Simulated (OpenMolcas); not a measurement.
C2H3F3: energy and gradient calculation (part 1 of 2)

The run: energy and gradient calculation of C2H3F3. Method and program: BHLYP/def2-SVP, RKS (OpenMolcas 26.06).

The geometry comes from this level: PBE0-D4/def2-TZVP.

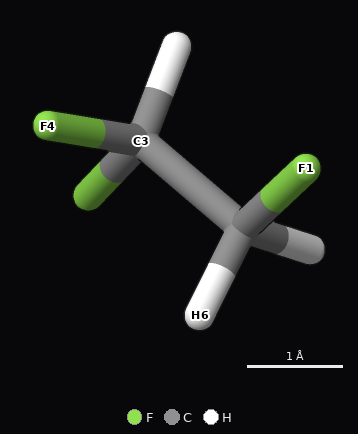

Fig. 1: The input geometry (stick view, seen at a tilt; atoms are numbered from 1 in the order of the input). Bond lengths as drawn: C–C 1.51 Å, C–F 1.35 to 1.37 Å and C–H 1.09 Å.

Input file
```
&GATEWAY
  BASLIB=$CurrDir
  COORD
  8
  angstrom
  F       -1.142800      -0.681000       1.163100
  C       -0.188200       0.195100       0.711800
  C        0.172900      -0.152400      -0.711300
  F        0.824200      -1.335800      -0.756500
  F        1.011700       0.803600      -1.182200
  H        0.701700       0.118900       1.342500
  H       -0.588500       1.211500       0.747300
  H       -0.698800      -0.217000      -1.370500
  BASIS=def2-SVP
  GROUP=NoSym

&SEWARD
  GRIDINPUT
  Grid=UltraFine
  End of Grid

&SCF
  KSDFT=HYB_GGA_XC_BHANDHLYP
  THRESHOLDS=1e-10 1e-07 1e-07 1e-05
  PRORBITALS=1 2

&ALASKA
```

Run on 1 thread of Intel Xeon @ 2.90GHz (Ice Lake), 16 GiB of memory available, shared host.

Launched with:
```bash
export MOLCAS_MEM=1860
pymolcas mol.inp > mol.log
```

Log
```
--- Start Module: gateway ---

                                              &GATEWAY

                       available to each process: 1.9 GB of memory, 1 thread

 Basis Set     1 Label: F.DEF2-SVP
 Basis set is read from library:.
 basistype.tbl is not found

 Basis Set     2 Label: C.DEF2-SVP
 Basis set is read from library:.
 basistype.tbl is not found

 Basis Set     3 Label: F.DEF2-SVP
 Basis set is read from library:.
 basistype.tbl is not found

 Basis Set     4 Label: H.DEF2-SVP
 Basis set is read from library:.
 basistype.tbl is not found

++    Symmetry information:
      ---------------------

                    Character Table for C1

                             E
                    a        1  x, y, xy, Rz, z, xz, Ry, yz, Rx, I
--

++    Basis set information:
      ----------------------

      Basis set label: F.DEF2-SVP.........

      Electronic valence basis set:
      ------------------
      Associated Effective Charge   9.000000 au
      Associated Actual Charge      9.000000 au
      Nuclear Model: Point charge

      Shell  nPrim  nBasis  Cartesian Spherical Contaminant
         s       7       3        X
         p       4       2        X
         d       1       1                 X

      Basis set label: C.DEF2-SVP.........

      Electronic valence basis set:
      ------------------
      Associated Effective Charge   6.000000 au
      Associated Actual Charge      6.000000 au
      Nuclear Model: Point charge

      Shell  nPrim  nBasis  Cartesian Spherical Contaminant
         s       7       3        X
         p       4       2        X
         d       1       1                 X

      Basis set label: F.DEF2-SVP.........

      Electronic valence basis set:
      ------------------
      Associated Effective Charge   9.000000 au
      Associated Actual Charge      9.000000 au
      Nuclear Model: Point charge

      Shell  nPrim  nBasis  Cartesian Spherical Contaminant
         s       7       3        X
         p       4       2        X
         d       1       1                 X

      Basis set label: H.DEF2-SVP.........

      Electronic valence basis set:
      ------------------
      Associated Effective Charge   1.000000 au
      Associated Actual Charge      1.000000 au
      Nuclear Model: Point charge

      Shell  nPrim  nBasis  Cartesian Spherical Contaminant
         s       4       2        X
         p       1       1        X
--

++    Molecular structure info:
      -------------------------

                    ************************************************
                    **** Cartesian Coordinates / bohr, angstrom ****
                    ************************************************

     Center  Label                x              y              z                     x              y              z
        1      F1              -2.159579      -1.286903       2.197940             -1.142800      -0.681000       1.163100
        2      C2              -0.355646       0.368686       1.345107             -0.188200       0.195100       0.711800
        3      C3               0.326734      -0.287994      -1.344162              0.172900      -0.152400      -0.711300
        4      F4               1.557512      -2.524296      -1.429578              0.824200      -1.335800      -0.756500
        5      F5               1.911836       1.518584      -2.234034              1.011700       0.803600      -1.182200
        6      H6               1.326021       0.224688       2.536957              0.701700       0.118900       1.342500
        7      H7              -1.112104       2.289403       1.412192             -0.588500       1.211500       0.747300
        8      H8              -1.320541      -0.410071      -2.589870             -0.698800      -0.217000      -1.370500

                    ***************************************
                    *    InterNuclear Distances / bohr    *
                    ***************************************

               1 F1            2 C2            3 C3            4 F4            5 F5            6 H6
    1 F1       0.000000
    2 C2       2.592773        0.000000
    3 C3       4.441403        2.851147        0.000000
    4 F4       5.339176        4.441666        2.554047        0.000000
    5 F5       6.639998        4.390216        2.562839        4.137339        0.000000
    6 H6       3.814348        2.066216        4.040360        4.831553        4.977922        0.000000
    7 H7       3.808487        2.065402        4.038653        6.194692        4.799306        3.387122
    8 H8       4.939225        4.125715        2.068865        3.754919        3.780818        5.804443

               7 H7            8 H8
    7 H7       0.000000
    8 H8       4.831884        0.000000

                    *******************************************
                    *    InterNuclear Distances / angstrom    *
                    *******************************************

               1 F1            2 C2            3 C3            4 F4            5 F5            6 H6
    1 F1       0.000000
    2 C2       1.372036        0.000000
    3 C3       2.350289        1.508762        0.000000
    4 F4       2.825370        2.350428        1.351544        0.000000
    5 F5       3.513736        2.323202        1.356196        2.189386        0.000000
    6 H6       2.018466        1.093394        2.138066        2.556748        2.634203        0.000000
    7 H7       2.015365        1.092964        2.137163        3.278090        2.539684        1.792388
    8 H8       2.613725        2.183234        1.094796        1.987017        2.000723        3.071579

               7 H7            8 H8
    7 H7       0.000000
    8 H8       2.556923        0.000000

                    **************************************
                    *    Valence Bond Angles / degree    *
                    **************************************
                          Atom centers                 Phi
                      1 F1       2 C2       3 C3       109.25
                      1 F1       2 C2       6 H6       109.39
                      1 F1       2 C2       7 H7       109.17
                      3 C3       2 C2       6 H6       109.47
                      3 C3       2 C2       7 H7       109.42
                      6 H6       2 C2       7 H7       110.13
                      2 C2       3 C3       4 F4       110.40
                      2 C2       3 C3       5 F5       108.25
                      2 C2       3 C3       8 H8       113.01
                      4 F4       3 C3       5 F5       107.91
                      4 F4       3 C3       8 H8       108.17
                      5 F5       3 C3       8 H8       108.96

           ***************************************************************
           *              Valence Dihedral Angles / degree               *
           ***************************************************************
                    Atom centers                       Phi1     Phi2     Theta
           1 F1       2 C2       3 C3       4 F4        109.25   110.40   -68.26
           1 F1       2 C2       3 C3       5 F5        109.25   108.25   173.82
           1 F1       2 C2       3 C3       8 H8        109.25   113.01    53.04
           6 H6       2 C2       3 C3       8 H8        109.47   113.01   172.80
           7 H7       2 C2       3 C3       8 H8        109.42   113.01   -66.42
           4 F4       3 C3       2 C2       6 H6        110.40   109.47    51.50
           4 F4       3 C3       2 C2       7 H7        110.40   109.42   172.28
           5 F5       3 C3       2 C2       6 H6        108.25   109.47   -66.41
           5 F5       3 C3       2 C2       7 H7        108.25   109.42    54.36
--

            Nuclear Potential Energy            191.35978554 au

--- Stop Module: gateway /rc=_RC_ALL_IS_WELL_ ---

--- Start Module: seward ---

                                              &SEWARD

                       available to each process: 1.9 GB of memory, 1 thread

               SEWARD will generate:
                  Multipole Moment integrals up to order  2
                  Kinetic Energy integrals
                  Nuclear Attraction integrals (point charge)
                  One-Electron Hamiltonian integrals
                  Velocity integrals
                  Orbital angular momentum around (  0.2788  -0.4816  -0.3150 )
                  Velocity quadrupole around (  0.2788  -0.4816  -0.3150 )
                  Two-Electron Repulsion integrals

                   Integrals are discarded if absolute value <: 1.00E-14
                   Integral cutoff threshold is set to       <: 1.00E-16

            Nuclear Potential Energy            191.35978554 au

      Basis set specifications :
      Symmetry species         a
      Basis functions           85

--- Stop Module: seward /rc=_RC_ALL_IS_WELL_ ---
--- Module seward spent 2 seconds ---

--- Start Module: scf ---

                                                &SCF

                       available to each process: 1.9 GB of memory, 1 thread

 ###############################################################################
 ###     Minimized-density-differences option turned off!                    ###
 ###############################################################################
++    Input section:
      --------------

      Header of the integral files:

      Cartesian coordinates in angstrom:
      -----------------------------------------------------
      No.  Label        X            Y            Z
      -----------------------------------------------------
       1   F1        -1.14280000  -0.68100000   1.16310000
       2   C2        -0.18820000   0.19510000   0.71180000
       3   C3         0.17290000  -0.15240000  -0.71130000
       4   F4         0.82420000  -1.33580000  -0.75650000
       5   F5         1.01170000   0.80360000  -1.18220000
       6   H6         0.70170000   0.11890000   1.34250000
       7   H7        -0.58850000   1.21150000   0.74730000
       8   H8        -0.69880000  -0.21700000  -1.37050000
      -----------------------------------------------------
      Nuclear repulsion energy =  191.35978554
--

++    Orbital specifications:
      -----------------------

      Symmetry species               1
                                     a
      Frozen orbitals                0
      Occupied orbitals             21
      Secondary orbitals            64
      Deleted orbitals               0
      Total number of orbitals      85
      Number of basis functions     85
--

      Molecular charge                           0.000

      Numerical integration parameters
      --------------------------------
      Radial quadrature type:                         MHL
      Size of radial grid:                            99
      Lebedev angular grid:                           41
      Angular grid pruned with the crowding factor:  1.00E+10
                                 and fading factor:  1.00E+01
      Screening threshold for integral computation:   1.00E-11
      Radial quadrature accuracy:                     1.00E-25
      Maximum batch size:                             128
      AO values are stored on disk
      The same grid will be used for all iterations.

      DFT functional specifications
      -----------------------------
      Using Libxc version: 6.2.2
      Please cite the following reference:
      S. Lehtola, C. Steigemann, M. J.T. Oliveira, and M. A.L. Marques.,  SoftwareX 7, 1–5 (2018) doi:10.1016/j.softx.2017.11.002

      * BHandHLYP
        - Defined through Gaussian implementation. doi:

++    Optimization specifications:
      ----------------------------

      SCF Algorithm: Conventional
      D(i)-D(i-1) density differences are used
      Number of density matrices in core                 5
      Maximum number of NDDO SCF iterations            400
      Maximum number of HF SCF iterations              400
      Threshold for SCF energy change             1.00E-10
      Threshold for density matrix                1.00E-07
      Threshold for Fock matrix                   1.00E-07
      Threshold for linear dependence             1.00E-09
      Threshold at which DIIS is turned on        1.50E-01
      Maximum depth in the DIIS procedure                5
      Maximum depth in the BFGS Hessian update          30
      Threshold at which QNR/C2DIIS is turned on  7.50E-02
      Threshold for Norm(delta) (QNR/C2DIIS)      1.00E-05
      All orbitals punched on: SCFORB
--

      Input vectors read from INPORB
      Orbital file label: *Guess orbitals

++ Convergence information
                                   [...]      iterations: Energy and convergence statistics

Iter     Tot. [...]      One-elec.       Two-elec.     Energy      Max Dij or  Max Fij      DNorm      TNorm      AccCon     Time
         Energy          Energy          Energy        Change      Delta Norm                                                in Sec.
   1  -376.499989622  -921.076081152   353.216305989   0.00E+00    2.72E-01*   1.20E-01*    7.84E+00   1.60E+02   None         2.
   2  -376.665727564  -925.125816806   357.100303702  -1.66E-01*   1.21E-01*   8.92E-02*    3.13E+00   1.62E+02   EDIIS        1.
   3  -377.046093678  -925.883379922   357.477500703  -3.80E-01*   2.31E-02*   1.82E-02*    7.74E-01   1.61E+02   c2DIIS       1.
   4  -377.082101693  -924.054173035   355.612285801  -3.60E-02*   3.15E-02*   9.54E-03*    2.65E-01   1.61E+02   QNRc2DIIS    1.
   5  -377.082849768  -925.250111743   356.807476434  -7.48E-04*   1.34E-02*   7.87E-03*    1.50E-01   1.61E+02   QNRc2DIIS    1.
   6  -377.083754136  -924.774719245   356.331179569  -9.04E-04*   2.46E-03*   8.26E-04*    6.60E-02   1.61E+02   QNRc2DIIS    1.
   7  -377.083774580  -924.751776302   356.308216182  -2.04E-05*   4.22E-04*   1.38E-04*    1.05E-02   1.61E+02   QNRc2DIIS    1.
   8  -377.083774960  -924.755162249   356.311601748  -3.80E-07*   7.00E-05*   1.74E-05*    2.40E-03   1.61E+02   QNRc2DIIS    1.
   9  -377.083774970  -924.755151408   356.311590897  -1.04E-08*   2.48E-05*   8.90E-06*    3.53E-04   1.61E+02   QNRc2DIIS    1.
  10  -377.083774972  -924.755175688   356.311615175  -1.72E-09*   7.89E-06    2.74E-06*    1.21E-04   1.61E+02   QNRc2DIIS    1.
  11  -377.083774972  -924.755150387   356.311589874  -2.16E-10*   2.33E-06    6.32E-07*    4.39E-05   1.61E+02   QNRc2DIIS    2.
  12  -377.083774972  -924.755156334   356.311595820  -8.98E-12    7.30E-07    2.32E-07*    1.04E-05   1.61E+02   QNRc2DIIS    2.
  13  -377.083774972  -924.755154823   356.311594310  -1.59E-12    1.10E-07    2.12E-08     3.47E-06   1.61E+02   QNRc2DIIS    1.

       Convergence after  13 Iterations
--
```
